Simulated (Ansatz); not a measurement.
# AlSiH (triplet): PBE-QIDH, RPA-PBE over a scan of the angle Al2–Si1–H3, 6-31G

How well do these functionals follow the top wave-function level for AlSiH (triplet) over a scan of the angle Al2–Si1–H3?

The runs use Ansatz 0.2.0, Gaussian basis; 6-31G, all electrons in the functionals, frozen cores in the correlation of double hybrids and RPA.

Plan: PBE-QIDH, RPA-PBE, at 57.3°; 72.1°; 85.0°; 107.6°; 125.2°; 139.8°; 158.8°; 180.0°.

11 further runs of the same task are left out: 1 for a mislabelled method, 10 that didn't finish.

## (1) What is computed

The geometry derives from a PBE0/def2-TZVP stationary point (not a proven minimum). One angle is set to the value named; bond lengths are kept.

3 atoms, charge 0, spin multiplicity 3.

Atoms are counted from 1 here; the program's logs count them from 0.

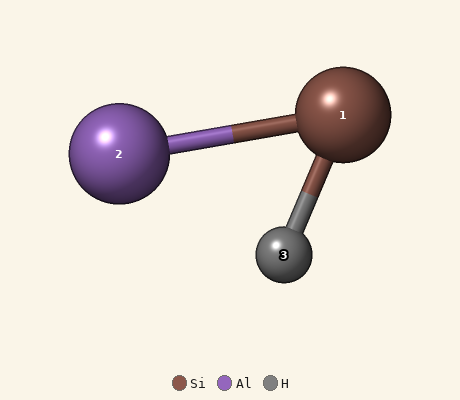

The geometry (silicon brown, aluminium purple, hydrogen grey); atoms are numbered from 1 in the order of the file.

Geometry (Å):

```xyz
3
AlHSi
Si    0.0000   -0.0360    1.1654
Al    0.0000   -0.0118   -1.2249
H     0.0000    1.3177    0.3154
```

No dispersion term is added.

The geometry shown and the zero of energy belong to the point 57.3°. The yardstick, FCI, and other wave-function levels (R restricted, U unrestricted, valence and pair active spaces) come from earlier runs.

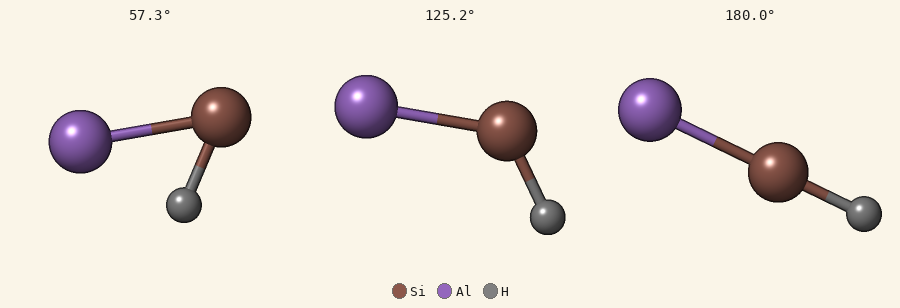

Three points of the scan; sticks are drawn by distance.

## (2) PBE-QIDH, 57.3°

The input, in.yaml:

```yaml
crystal:
  periodic: [false, false, false]
  atoms:
    - {symbol: Si, position_ang: [0.000000, -0.035961, 1.165412]}
    - {symbol: Al, position_ang: [0.000000, -0.011793, -1.224879]}
    - {symbol: H, position_ang: [0.000000, 1.317723, 0.315431]}
basis:
  gaussian: {orbitals: 6-31G}
magnetization: {spin_polarized: true, initial_magnetization: 2}
hamiltonian: {xc: {name: PBE-QIDH}}
correlation: {electrons: outside_noble_gas}
```

Command:

```console
ansatz run in.yaml --threads 1 --pin off --events-out ev --progress --plain --max-ram 2393MiB
```

Further steps of the session: PBE-QIDH, 72.1°; PBE-QIDH, 85.0°; PBE-QIDH, 107.6°; PBE-QIDH, 125.2°; PBE-QIDH, 139.8°; PBE-QIDH, 158.8°; PBE-QIDH, 180.0°; RPA-PBE, 57.3°; RPA-PBE, 72.1°; RPA-PBE, 85.0°; RPA-PBE, 107.6°; RPA-PBE, 125.2°; RPA-PBE, 139.8°; RPA-PBE, 158.8°; RPA-PBE, 180.0°.

**Question.** What will the summary of the whole plan be? Wanted: span of the FCI curve; largest miss, PBE-QIDH; largest miss, RPA-PBE.

As calculated:

```
              quantity               value
 span of the FCI curve           105.4 meV
largest miss, PBE-QIDH  +57.9 meV (125.2°)
 largest miss, RPA-PBE  +49.3 meV (139.8°)
```

In words: Of the functionals, RPA-PBE keep the smallest largest miss at the points compared (at most 49.3 meV) and PBE-QIDH strays most (57.9 meV, at 125.2°). Functionals and the yardstick converge differently with the basis, so part of each miss in 6-31G is the basis.
